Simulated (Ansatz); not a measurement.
| atom | x (Å) | y (Å) | z (Å) |
| --- | --- | --- | --- |
| F | -2.3411 | 0.5409 | -2.5747 |
| F | 0.0075 | -1.6451 | 1.3995 |
| N | -2.0855 | -1.3049 | -0.4579 |
| N | -0.2477 | 0.2000 | -0.7178 |
| Si | -1.9498 | 0.3301 | -1.0149 |
| Si | -0.3835 | -1.4349 | -0.1605 |
| H | -2.7159 | 1.3850 | -0.3128 |
| H | -2.8626 | -1.9369 | -0.3386 |
| H | 0.3828 | -2.4901 | -0.8620 |
| H | 0.5293 | 0.8321 | -0.8366 |

Geometry: PBE0-D3(BJ)/def2-SVP.

Theory: isolated molecule in a Gaussian basis; Kohn-Sham density functional theory, functional PBE0 in Ansatz.

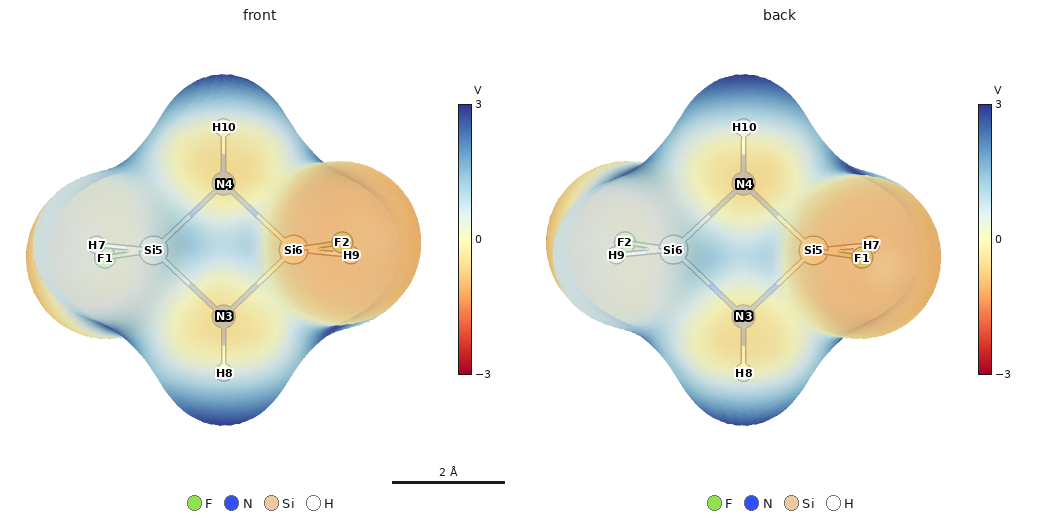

F₂H₄N₂Si₂. The electrostatic potential painted on the density surface at 0.004 e/bohr³, seen from the front and from behind; red is negative and blue positive.

> Describe the electrostatic potential map.

The most negative region (about −1.1 V, or −25 kcal/mol for a unit charge) lies over F1 and F2, the most positive (about +2.9 V, or +67 kcal/mol for a unit charge) over Si5, Si6, H8 and H10.
